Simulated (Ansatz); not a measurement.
Partial pair distribution functions of a relaxed model of amorphous Si₄₈O₉₄, broadened by 0.06 Å; density 2.17 g/cm³. Calculation: PBE, scalar-relativistic without spin-orbit coupling (plane waves to 420 eV, PAW; Ansatz, an electronic-structure program). The usual formal charges leave 4 electrons over, so the level spacing at the Fermi energy parts defect or band states and needn't be the band gap.

It comes from a melt-quench run on a machine-learned potential (CHGNet), relaxed afterwards by DFT. O atoms were pushed apart under 1.9 Å during the dynamics, to hinder bonds among them. The hot cell started wider than the set density and was brought back towards it in steps. It is the lowest in DFT energy of 4 quenches. It is a model cell: composition and starting density were chosen by hand, and all elements were melted together. No dispersion term was used. Its density started from a set value of 2.17 and ended at 2.17 g/cm³. The quench (nominally 170 K/ps over its main leg) was far faster than any real one, so the model tends to hold more defects than a real film. One small periodic cell is one sample of the glass; other quenches scatter about these values. The volume was held where the preparation left it and the shape relaxed, at a PBE pressure of -1.1 GPa (tension). Stress components on the final sampling reach 1.1 GPa.

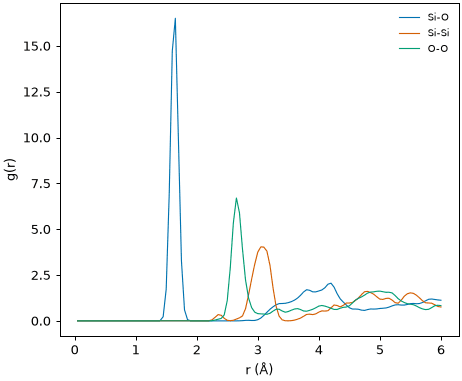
Figure. Partial pair distribution functions

Highest peaks under 4.5 Å: Si-O near 1.65 Å, Si-Si near 3.05 Å, O-O near 2.65 Å; pairs of few atoms are noisy.

Within 1.90 Å each Si has 3.92 O neighbours on average.
